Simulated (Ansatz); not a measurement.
## Molecular dynamics, with input and output: Pd16HS (part 1 of 3)

Pd16HS (slab, 18 atoms in the cell), computed with DFT LDA, scalar-relativistic, plane waves, PAW, no spin polarisation (Ansatz 0.2.0).

One setting was made poor on purpose. The input holds or restrains some coordinates. It belongs to a series of runs on one base structure; here: dynamics from the start.

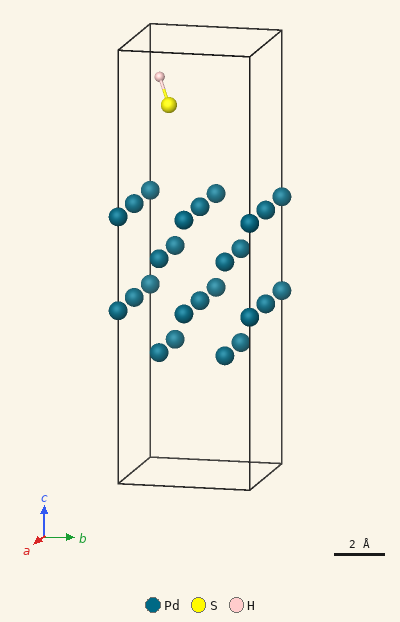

**Figure 1.** The input geometry (ball-and-stick view of the cell of the calculation, with the vacuum cut short, seen slightly off an axis). An atom can appear more than once, as a periodic image.

Summary:

| quantity | value |
| --- | --- |
| outcome | finished |
| mean temperature over the second half | 110 K |
| trajectory | 30 steps, 22.5 fs |
| ensemble | nve |
| time step | 0.75 fs |
| electrons treated | 295 |
| potential energy (free energy of the electrons) (last step) | −110388.0236 eV |
| Fermi energy (last step) | 4.333 eV |
| largest force (length of the vector) (last step), held atoms and coordinates included | 0.689 eV/Å |
| hardware | 4 threads of Arm Neoverse V2, 24 GiB of memory available, shared host |
| wall time | 17 min (CPU time 64 min) |
| peak memory | 2.6 GiB |

Notes:

The electronic state found may not be the lowest one. A deliberately poor setting: tiny smearing. The cell holds an odd number of electrons but the run has no spin polarisation, so a band is left half filled. So short a trajectory is not equilibrated.

Input:
```yaml
crystal:
  lattice:
    - [5.501291, 0.0, 0.0]
    - [0.0, 5.501291, 0.0]
    - [0.0, 0.0, 19.835]
  atoms:
    - { symbol: Pd, position: [0.25, 0.25, 0.0504159] }
    - { symbol: Pd, position: [0.75, 0.25, 0.0504159] }
    - { symbol: Pd, position: [0.25, 0.75, 0.0504159] }
    - { symbol: Pd, position: [0.75, 0.75, 0.0504159] }
    - { symbol: Pd, position: [0.0, 0.0, 0.1484749] }
    - { symbol: Pd, position: [0.5, 0.0, 0.1484749] }
    - { symbol: Pd, position: [0.0, 0.5, 0.1484749] }
    - { symbol: Pd, position: [0.5, 0.5, 0.1484749] }
    - { symbol: Pd, position: [0.25, 0.25, 0.2465339] }
    - { symbol: Pd, position: [0.75, 0.25, 0.2465339] }
    - { symbol: Pd, position: [0.25, 0.75, 0.2465339] }
    - { symbol: Pd, position: [0.75, 0.75, 0.2465339] }
    - { symbol: Pd, position: [0.0, 0.0, 0.3445929] }
    - { symbol: Pd, position: [0.5, 0.0, 0.3445929] }
    - { symbol: Pd, position: [0.0, 0.5, 0.3445929] }
    - { symbol: Pd, position: [0.5, 0.5, 0.3445929] }
    - { symbol: S, position: [0.4824115, 0.2596726, 0.5530499] }
    - { symbol: H, position: [0.3543269, 0.1578953, 0.6034659] }
basis:
  ecutwfc: 420.0
kpoints:
  mp_grid: { grid: [3, 3, 1] }
hamiltonian:
  xc: lda
scf:
  occupations: { method: fermi_dirac, width: 0.002 }
  lower_state_search: "off"
  max_iter: 82
md:
  timestep: 0.75
  n_steps: 30
  ensemble: nve
  initial_velocities: zero
  seed: 653241
  initial_site_velocities:
    - { site: 16, velocity: [0.0, 0.0, -0.007639] }
    - { site: 17, velocity: [0.0, 0.0, -0.007639] }
  constraints: [{ sites: [0, 1, 2, 3] }]
```

Launched with:
```bash
ansatz run input.yaml --threads 4 --pin off --max-ram 10240MiB --backend cpu --events-out ev --progress --plain --runs-dir out
```

Output:
```
Warning: md: disabling space-group detection — thermal motion breaks the input geometry's symmetry, so no spatial operation reduces the k-mesh or symmetrises the density; time reversal is kept, so that k and −k are solved as one point where they differ and the mesh holds both, and exact exchange and, on two spinor components, a DFT+U term hold to it where the run has them: on two components no moment then forms, and a state that bears one, which a typed moment (crystal.atoms[].spin; refused beside efield: under a hybrid functional) reaches, can lie lower, under hf by electronvolts; crystal.symmetry.detect: false (a key that needs symmetry detection or time reversal refuses this as the deck is read) with time_reversal: false beside it drops time reversal too
Engine: ansatz 0.2.0, aarch64-unknown-linux-gnu
Pseudopotentials: kind: paw
Pseudopotential: Pd, paw, valence charge 18, recommended cutoff 420 eV (normal), Pd.paw.azcp
Pseudopotential: S, paw, valence charge 6, recommended cutoff 420 eV (normal), S.paw.azcp
Pseudopotential: H, paw, valence charge 1, recommended cutoff 420 eV (normal), H.paw.azcp
Functional definition: SPW92
  exchange = slater_x
  correlation = pw_c
Crystal: 18 atoms, lattice volume = 600.290 Å³
Basis set: ecut = 420 eV, 11655 PW (Γ)
Bands: 177, of which v1, the nominal top of the filled ones, is band 148 counted from 1 (147 counted from 0)
Symmetry: 1 space group operations
k-points: 5 of 9 (time reversal used)
Non-local potential: Pd, projectors of the file, l = 0: 2, l = 1: 2, l = 2: 2, l = 3: 1
Non-local potential: S, projectors of the file, l = 0: 2, l = 1: 2, l = 2: 2
Non-local potential: H, projectors of the file, l = 0: 2, l = 1: 1
PAW form: soft (Blöchl's): semilocal exchange-correlation on the pseudo side does not see the compensation charge
PAW frozen core: Pd, regenerated for the run's functional, and the local potential with it (the file was generated under x = pbe(κ = 0.804, μ = 0.2195149727645171), c = pbe(β = 0.06672455060314922))
PAW frozen core: S, regenerated for the run's functional, and the local potential with it (the file was generated under x = pbe(κ = 0.804, μ = 0.2195149727645171), c = pbe(β = 0.06672455060314922))
PAW one-centre angular grid: Pd, 590 points (default); XC on 64 Gauss nodes
PAW one-centre angular grid: S, 110 points (default); XC on 64 Gauss nodes
PAW one-centre angular grid: H, 110 points (default); XC on 64 Gauss nodes
Initial density: superposition of atomic densities (neutral atoms: chi_scale 0, normalization atom), corrected by the library's trained network
Initial wavefunctions: pseudopotential atomic-orbital guess
Functional: x = slater, c = lda
SCF iter   1: F=—  HF=-110389.002422 eV  |F-HF|=—  |Δ(HF+E_count)|=         —  Δρ=2.42e-2  dr2=2.54e1  ethr=1.77e-3  ⟨swp⟩=6.8  Hψ=3497  notcnv=0  defer=37
preconditioner: auto → LDOS  [insulator: Δε(μ)=0.028 eV  Ē_g=6.502 eV  σ=0.002 eV  W_gap=0.64  n_scr=130 (ndim 8)  ℏωp=19.6 eV  f_vac=0.502  D(μ)=271.13/eV (n_scr^D=7472)  ε∞_Penn≈10.1  β→1.0]
SCF iter   2: F=—  HF=-110448.262121 eV  |F-HF|=—  |Δ(HF+E_count)|=    5.93e1  Δρ=1.05e-1  dr2=6.89e2  ethr=1.77e-3  ⟨swp⟩=3.6  Hψ=1465  notcnv=0  defer=104  recentre
SCF iter   3: F=—  HF=-110388.327216 eV  |F-HF|=—  |Δ(HF+E_count)|=    5.99e1  Δρ=1.47e-2  dr2=9.03e0  ethr=1.77e-3  ⟨swp⟩=3.0  Hψ=1562  notcnv=0  defer=107
SCF iter   4: F=—  HF=-110389.631883 eV  |F-HF|=—  |Δ(HF+E_count)|=    1.30e0  Δρ=4.19e-2  dr2=1.05e2  ethr=1.77e-3  ⟨swp⟩=1.6  Hψ=1028  notcnv=0  defer=111  recentre
SCF iter   5: F=—  HF=-110388.955777 eV  |F-HF|=—  |Δ(HF+E_count)|=   6.76e-1  Δρ=1.50e-2  dr2=1.08e1  ethr=1.77e-3  ⟨swp⟩=2.0  Hψ=1312  notcnv=0  defer=111
SCF iter   6: F=—  HF=-110389.858604 eV  |F-HF|=—  |Δ(HF+E_count)|=   9.03e-1  Δρ=1.59e-2  dr2=1.28e1  ethr=1.77e-3  ⟨swp⟩=1.0  Hψ=968  notcnv=0  defer=112
SCF iter   7: F=—  HF=-110391.448878 eV  |F-HF|=—  |Δ(HF+E_count)|=    1.59e0  Δρ=1.76e-2  dr2=1.60e1  ethr=1.77e-3  ⟨swp⟩=1.4  Hψ=1049  notcnv=0  defer=112
SCF iter   8: F=—  HF=-110391.991088 eV  |F-HF|=—  |Δ(HF+E_count)|=   5.42e-1  Δρ=1.77e-2  dr2=1.72e1  ethr=1.77e-3  ⟨swp⟩=1.0  Hψ=1020  notcnv=0  defer=115
SCF iter   9: F=—  HF=-110391.258249 eV  |F-HF|=—  |Δ(HF+E_count)|=   7.33e-1  Δρ=1.56e-2  dr2=1.58e1  ethr=1.77e-3  ⟨swp⟩=2.0  Hψ=973  notcnv=0  defer=111
SCF iter  10: F=—  HF=-110392.310036 eV  |F-HF|=—  |Δ(HF+E_count)|=    1.05e0  Δρ=1.74e-2  dr2=1.81e1  ethr=1.77e-3  ⟨swp⟩=1.8  Hψ=830  notcnv=0  defer=111
SCF iter  11: F=—  HF=-110392.524465 eV  |F-HF|=—  |Δ(HF+E_count)|=   2.14e-1  Δρ=1.81e-2  dr2=1.89e1  ethr=1.77e-3  ⟨swp⟩=1.8  Hψ=1024  notcnv=0  defer=109
SCF iter  12: F=—  HF=-110392.319725 eV  |F-HF|=—  |Δ(HF+E_count)|=   2.05e-1  Δρ=1.99e-2  dr2=2.20e1  ethr=1.77e-3  ⟨swp⟩=1.6  Hψ=779  notcnv=0  defer=109
SCF iter  13: F=—  HF=-110391.664083 eV  |F-HF|=—  |Δ(HF+E_count)|=   6.56e-1  Δρ=1.88e-2  dr2=1.60e1  ethr=1.77e-3  ⟨swp⟩=1.0  Hψ=1020  notcnv=0  defer=111
SCF iter  14: F=—  HF=-110390.245141 eV  |F-HF|=—  |Δ(HF+E_count)|=    1.42e0  Δρ=1.42e-2  dr2=1.14e1  ethr=1.77e-3  ⟨swp⟩=2.4  Hψ=1222  notcnv=0  defer=111
SCF iter  15: F=—  HF=-110392.085296 eV  |F-HF|=—  |Δ(HF+E_count)|=    1.84e0  Δρ=4.37e-2  dr2=1.12e2  ethr=1.77e-3  ⟨swp⟩=2.0  Hψ=1424  notcnv=0  defer=116  recentre
SCF iter  16: F=—  HF=-110391.617033 eV  |F-HF|=—  |Δ(HF+E_count)|=   4.68e-1  Δρ=1.64e-2  dr2=1.62e1  ethr=1.77e-3  ⟨swp⟩=2.0  Hψ=1126  notcnv=0  defer=113
SCF iter  17: F=—  HF=-110393.080827 eV  |F-HF|=—  |Δ(HF+E_count)|=    1.46e0  Δρ=1.99e-2  dr2=2.32e1  ethr=1.77e-3  ⟨swp⟩=1.4  Hψ=1024  notcnv=0  defer=109
SCF iter  18: F=—  HF=-110391.177818 eV  |F-HF|=—  |Δ(HF+E_count)|=    1.90e0  Δρ=1.55e-2  dr2=1.47e1  ethr=1.77e-3  ⟨swp⟩=1.2  Hψ=1021  notcnv=0  defer=111
SCF iter  19: F=—  HF=-110392.294397 eV  |F-HF|=—  |Δ(HF+E_count)|=    1.12e0  Δρ=1.72e-2  dr2=1.74e1  ethr=1.77e-3  ⟨swp⟩=1.0  Hψ=1020  notcnv=0  defer=109
SCF iter  20: F=—  HF=-110391.089086 eV  |F-HF|=—  |Δ(HF+E_count)|=    1.21e0  Δρ=1.54e-2  dr2=1.51e1  ethr=1.77e-3  ⟨swp⟩=1.0  Hψ=1020  notcnv=0  defer=111
SCF iter  21: F=—  HF=-110392.450611 eV  |F-HF|=—  |Δ(HF+E_count)|=    1.36e0  Δρ=1.80e-2  dr2=1.89e1  ethr=1.77e-3  ⟨swp⟩=1.2  Hψ=1036  notcnv=0  defer=109
SCF iter  22: F=—  HF=-110391.290255 eV  |F-HF|=—  |Δ(HF+E_count)|=    1.16e0  Δρ=1.69e-2  dr2=1.56e1  ethr=1.77e-3  ⟨swp⟩=1.0  Hψ=1020  notcnv=0  defer=111
SCF iter  23: F=—  HF=-110390.002484 eV  |F-HF|=—  |Δ(HF+E_count)|=    1.29e0  Δρ=1.48e-2  dr2=1.24e1  ethr=1.77e-3  ⟨swp⟩=1.0  Hψ=1020  notcnv=0  defer=111
SCF iter  24: F=—  HF=-110388.749914 eV  |F-HF|=—  |Δ(HF+E_count)|=    1.25e0  Δρ=4.17e-2  dr2=1.03e2  ethr=1.77e-3  ⟨swp⟩=2.0  Hψ=1320  notcnv=0  defer=112  recentre
SCF iter  25: F=—  HF=-110392.496837 eV  |F-HF|=—  |Δ(HF+E_count)|=    3.75e0  Δρ=1.73e-2  dr2=1.83e1  ethr=1.77e-3  ⟨swp⟩=2.8  Hψ=1293  notcnv=0  defer=111
SCF iter  26: F=—  HF=-110398.019334 eV  |F-HF|=—  |Δ(HF+E_count)|=    5.52e0  Δρ=3.88e-2  dr2=1.28e2  ethr=1.77e-3  ⟨swp⟩=2.2  Hψ=1430  notcnv=0  defer=110  recentre
SCF iter  27: F=—  HF=-110397.299418 eV  |F-HF|=—  |Δ(HF+E_count)|=   7.20e-1  Δρ=3.55e-2  dr2=1.07e2  ethr=1.77e-3  ⟨swp⟩=1.6  Hψ=1029  notcnv=0  defer=108
SCF iter  28: F=—  HF=-110393.582393 eV  |F-HF|=—  |Δ(HF+E_count)|=    3.72e0  Δρ=2.04e-2  dr2=2.48e1  ethr=1.77e-3  ⟨swp⟩=2.0  Hψ=1369  notcnv=0  defer=107
SCF iter  29: F=—  HF=-110392.991831 eV  |F-HF|=—  |Δ(HF+E_count)|=   5.91e-1  Δρ=1.91e-2  dr2=2.31e1  ethr=1.77e-3  ⟨swp⟩=1.0  Hψ=1020  notcnv=0  defer=107
SCF iter  30: F=—  HF=-110392.318679 eV  |F-HF|=—  |Δ(HF+E_count)|=   6.73e-1  Δρ=1.72e-2  dr2=1.81e1  ethr=1.77e-3  ⟨swp⟩=1.0  Hψ=1020  notcnv=0  defer=109
SCF iter  31: F=—  HF=-110392.311185 eV  |F-HF|=—  |Δ(HF+E_count)|=   7.49e-3  Δρ=1.70e-2  dr2=1.80e1  ethr=1.77e-3  ⟨swp⟩=1.0  Hψ=920  notcnv=0  defer=109
SCF iter  32: F=—  HF=-110391.566613 eV  |F-HF|=—  |Δ(HF+E_count)|=   7.45e-1  Δρ=1.59e-2  dr2=1.62e1  ethr=3.39e-7  ⟨swp⟩=1.0  Hψ=3317  notcnv=0
[...]
Mixer restart at iter 32: flushing history
  greatest PAW one-centre occupation: 0.998 electrons in one spin orbital (limit 2), on the Pd atom at site 0 (counted from 0), in its partial waves of l = 0
NSCF: frozen V_eff on 5 k-points
md step     0: t =     0.00 fs  T =    55.3 K  F+E_penalty+E_count = -110387.86536919 eV  E_kin = 0.099998 eV  conserved = -110387.76537157 eV  (43 SCF iters)
Initial density: handed on by an earlier stage of this run
Initial wavefunctions: those handed on with the density
preconditioner: auto → LDOS  [metal: Δε(μ)=0.000 eV  Ē_g=6.749 eV  σ=0.002 eV  W_gap=0.03  n_scr=130 (ndim 8)  ℏωp=19.6 eV  f_vac=0.500  D(μ)=313.59/eV (n_scr^D=9268)  β→1.0]
  greatest PAW one-centre occupation: 0.998 electrons in one spin orbital (limit 2), on the Pd atom at site 1 (counted from 0), in its partial waves of l = 0
md step     1: t =     0.75 fs  T =    56.5 K  F+E_penalty+E_count = -110387.86763520 eV  E_kin = 0.102254 eV  conserved = -110387.76538102 eV  (23 SCF iters)
[... from here on the SCF iterations and repeated set-up lines of each step are left out, up to the last step ...]
md step     2: t =     1.50 fs  T =    58.1 K  F+E_penalty+E_count = -110387.87047074 eV  E_kin = 0.105066 eV  conserved = -110387.76540433 eV  (25 SCF iters)
md step     3: t =     2.25 fs  T =    59.7 K  F+E_penalty+E_count = -110387.87351617 eV  E_kin = 0.108088 eV  conserved = -110387.76542798 eV  (23 SCF iters)
md step     4: t =     3.00 fs  T =    61.3 K  F+E_penalty+E_count = -110387.87640366 eV  E_kin = 0.110965 eV  conserved = -110387.76543909 eV  (26 SCF iters)
md step     5: t =     3.75 fs  T =    62.7 K  F+E_penalty+E_count = -110387.87895607 eV  E_kin = 0.113524 eV  conserved = -110387.76543251 eV  (14 SCF iters)
md step     6: t =     4.50 fs  T =    64.0 K  F+E_penalty+E_count = -110387.88127056 eV  E_kin = 0.115858 eV  conserved = -110387.76541233 eV  (16 SCF iters)
md step     7: t =     5.25 fs  T =    65.4 K  F+E_penalty+E_count = -110387.88365680 eV  E_kin = 0.118268 eV  conserved = -110387.76538886 eV  (11 SCF iters)
md step     8: t =     6.00 fs  T =    66.9 K  F+E_penalty+E_count = -110387.88647768 eV  E_kin = 0.121104 eV  conserved = -110387.76537323 eV  (13 SCF iters)
md step     9: t =     6.75 fs  T =    68.9 K  F+E_penalty+E_count = -110387.88997677 eV  E_kin = 0.124604 eV  conserved = -110387.76537232 eV  (11 SCF iters)
md step    10: t =     7.50 fs  T =    71.2 K  F+E_penalty+E_count = -110387.89416899 eV  E_kin = 0.128783 eV  conserved = -110387.76538613 eV  (27 SCF iters)
md step    11: t =     8.25 fs  T =    73.7 K  F+E_penalty+E_count = -110387.89883904 eV  E_kin = 0.133431 eV  conserved = -110387.76540795 eV  (11 SCF iters)
md step    12: t =     9.00 fs  T =    76.4 K  F+E_penalty+E_count = -110387.90364679 eV  E_kin = 0.138220 eV  conserved = -110387.76542693 eV  (11 SCF iters)
md step    13: t =     9.75 fs  T =    78.9 K  F+E_penalty+E_count = -110387.90829733 eV  E_kin = 0.142864 eV  conserved = -110387.76543288 eV  (13 SCF iters)
md step    14: t =    10.50 fs  T =    81.4 K  F+E_penalty+E_count = -110387.91269912 eV  E_kin = 0.147278 eV  conserved = -110387.76542144 eV  (12 SCF iters)
md step    15: t =    11.25 fs  T =    83.8 K  F+E_penalty+E_count = -110387.91702719 eV  E_kin = 0.151629 eV  conserved = -110387.76539773 eV  (10 SCF iters)
md step    16: t =    12.00 fs  T =    86.4 K  F+E_penalty+E_count = -110387.92164324 eV  E_kin = 0.156269 eV  conserved = -110387.76537455 eV  (13 SCF iters)
```
